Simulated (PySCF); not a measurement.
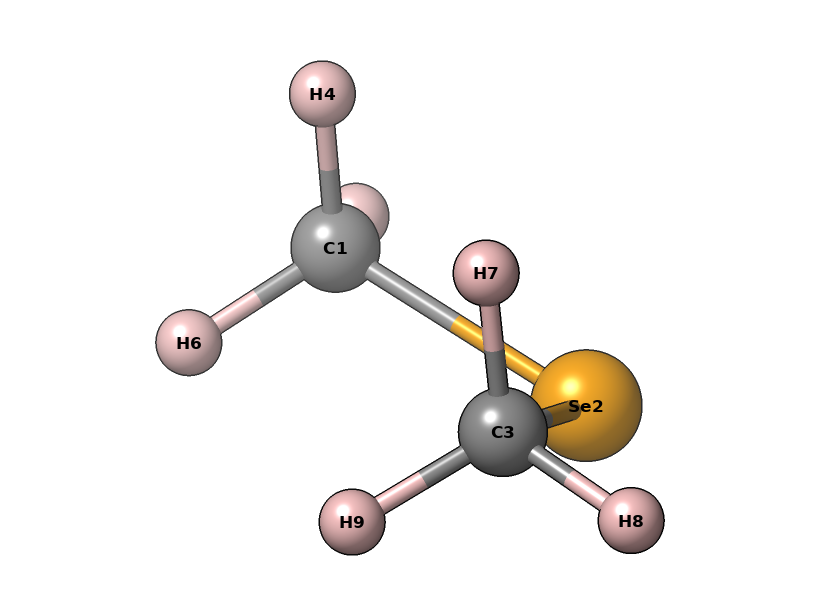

Se2 lies behind C3. The molecule seen a little off the C3–Se2 bond, C3 in front. Atoms fade into the background with distance from the viewer. The computed structure is the end point of a PBE0-D3(BJ)/def2-SVP optimisation. No frequency run is at hand to confirm it as a minimum.

What is the torsion angle H7–C3–Se2–C1? The sign is positive where the front bond must turn clockwise to cover the back bond.

Answer. −61°, synclinal (gauche).
